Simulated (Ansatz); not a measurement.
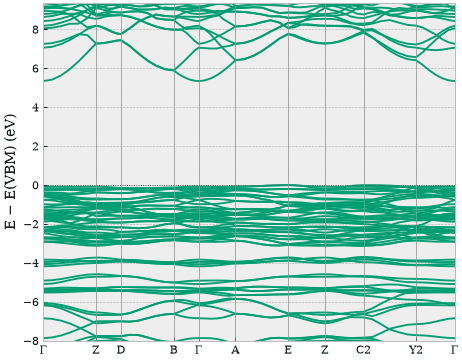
Fig. 1. Band structure from PBEsol (plane waves, PAW; program Ansatz)

The gap is 5.34 eV; an edge lies off the plotted path or next to a special point (maximum off the standard path, minimum at Γ).

The material is LiAlSi₄O₁₀ in space group P2/c (No. 13; Pearson symbol mP32).

The workflow started from a Materials Project entry (that database holds measured and hypothetical structures alike); the Crystallography Open Database files this formula in space group No. 13, but the cells were not matched. Whether it is the stable phase at ambient conditions was not checked. Symmetry was held in the PBEsol relaxation; its stability against distortions is not shown here.

Potentials: the later of the program's two PAW sets.
